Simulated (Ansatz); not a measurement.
Cl$_{2}$Ti$_{2}$

```yaml
atoms:
  - { symbol: Ti, position_ang: [0.5255, 0.8742, -0.2809] }
  - { symbol: Ti, position_ang: [-0.5251, -0.8730, 0.2814] }
  - { symbol: Cl, position_ang: [1.8430, -0.9274, 0.5641] }
  - { symbol: Cl, position_ang: [-1.8434, 0.9262, -0.5646] }
```

Geometry: PBE-D4/def2-SVP.

Theory: Ansatz, RKS PBE0-D4/def2-TZVP.

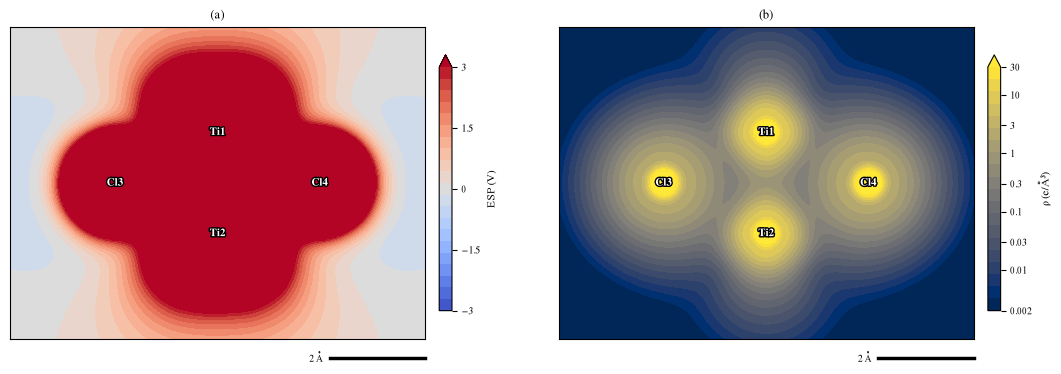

Figure 1. (a) molecular electrostatic potential; (b) electron density on the molecular plane.

Interpret the plot.

Answer.
- The section cuts through Ti and Cl sites.
- Ti–Ti (2.11 Å): ρ at the midpoint is about 0.91 e/Å³.
- Ti–Cl (2.39 Å): ρ is about 0.44 e/Å³ halfway.
- The potential has no marked negative region in this plane.

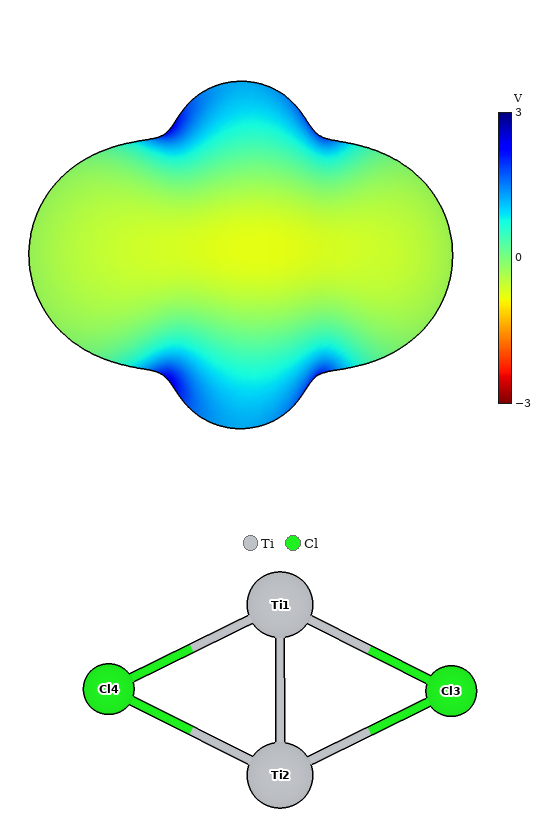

Figure 2. The molecular electrostatic potential painted on the density surface at 0.001 e/bohr³, seen across its widest extent; the colour scale runs from red (negative) to blue (positive). The bare structure is drawn below in the same view.

Describe the electrostatic potential map.

Answer. The most negative region (about −0.8 V) lies over Cl3, the most positive (about +2.2 V) over Ti1 and Ti2.

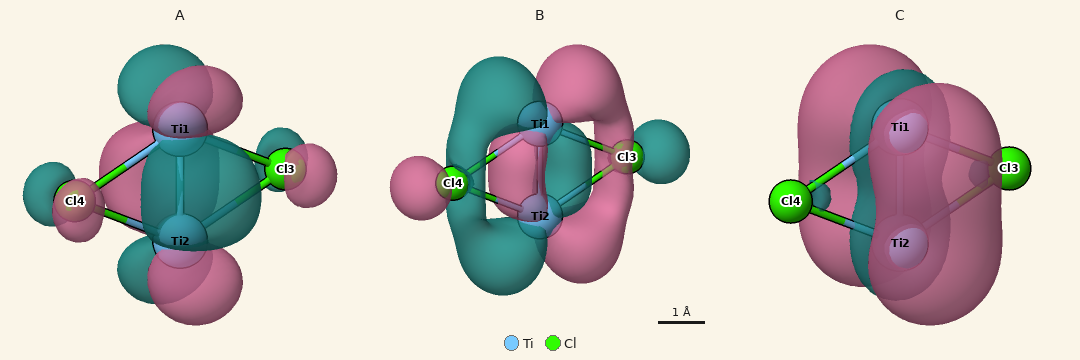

Figure 3. Three frontier orbitals at ±0.08 Å⁻³ᐟ² (teal and pink are the two phases), in no order.

Order the three orbitals by energy and name them.

Answer. A is the HOMO−1 (−4.68 eV). It lies mainly on Ti1 (about 45 %) and Ti2 (about 45 %); it is ungerade (odd under inversion). C is the HOMO (−4.10 eV). Its weight (Hirshfeld) is mainly on Ti1 (about 50 %) and Ti2 (about 50 %); it is gerade (even under inversion). B is the LUMO (−1.82 eV). By Hirshfeld shares it lies mainly on Ti1 (about 40 %), Ti2 (about 40 %), Cl3 (about 10 %) and Cl4 (about 10 %); it is ungerade (odd under inversion).

What is the HOMO–LUMO gap?

Answer. 2.28 eV between the orbital energies.
